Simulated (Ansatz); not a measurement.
Fields on a plane of Pt (fcc, Cu type)

```
CELL_PARAMETERS angstrom
      0.00000     1.98504     1.98504
      1.98504     0.00000     1.98504
      1.98504     1.98504     0.00000
ATOMIC_POSITIONS crystal
  Pt 0.00000 0.00000 0.00000
```

The slice is a {100} plane (indices of the conventional cell) through the point (0.000, 0.000, 0.000) (fractional), spanned by u = [100] and v = [0 1 -1] in vectors of this cell: u (2.81 Å) and v (2.81 Å, at 90° to u). It covers one period; positions are fractions (u, v).

Atoms on it: Pt at (0.00, 0.00).

Level of theory: PBE (plane waves to 420 eV, PAW, scalar-relativistic; Ansatz, a first-principles code). k mesh 20×20×20. Near the nuclei the fields are pseudised (PAW); where an atom keeps semicore shells as valence, they peak there. Pt is run without spin polarisation. Pt was relaxed with its symmetry unable to fall. Spin-orbit coupling is left out, though Pt is heavy. The PAW data are Ansatz's earlier set.

```
|xxxxxxxxxx@@%%##++--------------++##%%@@xxxxxxxx|
|xxxxxxxx@@@@%%**++--------------++**%%@@@@xxxxxx|
|xxxxxxxx@@@@%%**==--::::::::::--==**%%@@@@xxxxxx|
|xxxx@@@@@@@@##++==--::::::::::--==++##@@@@@@@@xx|
|@@@@@@@@@@%%**==--::::::::::::::--==**%%@@@@@@@@|
|%%%%%%%%##**++--::::::......::::::--++**##%%%%%%|
|####****++==----::::..........::::----==++****##|
|++++++====--::::::....      ....::::::--====++++|
|----------::::::....          ....::::::--------|
|------::::::::....              ....::::::::----|
|------::::::....                  ....::::::----|
|------::::::....                  ....::::::----|
|------::::::....                  ....::::::----|
|------::::::::....              ....::::::::----|
|----------::::::....          ....::::::--------|
|++++++====--::::::....      ....::::::--====++++|
|####****++==----::::..........::::----==++****##|
|%%%%%%%%##**++--::::::......::::::--++**##%%%%%%|
|@@@@@@@@@@%%**==--::::::::::::::--==**%%@@@@@@@@|
|xxxx@@@@@@@@##++==--::::::::::--==++##@@@@@@@@xx|
|xxxxxxxx@@@@%%**==--::::::::::--==**%%@@@@xxxxxx|
|xxxxxxxx@@@@%%**++--------------++**%%@@@@xxxxxx|
|xxxxxxxxxx@@%%##++--------------++##%%@@xxxxxxxx|
|xxxxxxxxxx@@%%##++--------------++##%%@@xxxxxxxx|
```
Scale: ten equal steps from 0.12 (start of ' ') to 0.59 (end of '@'), in the order ' .:-=+*#%@'. Values: electron localisation function (ELF). The map has 24 points along u (two characters each, u = 0 at the left) and 24 along v (v = 0 in the bottom row). Points within 0.5 Å of a nucleus are blanked (x), as the pseudised field means little there.

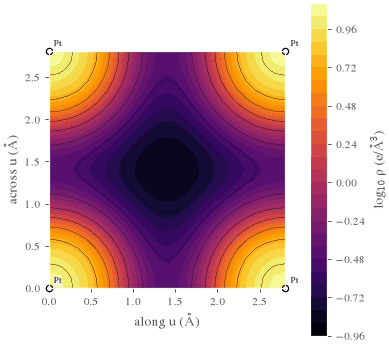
*Log₁₀ of the valence density in e/Å³, one period of the plane, atoms marked. The scale is logarithmic, as a density can span decades between atoms and voids.*

* **Density on the Pt–Pt line (2.81 Å) at its midpoint**: 0.36 e/Å³
* **ELF at that point**: 0.28
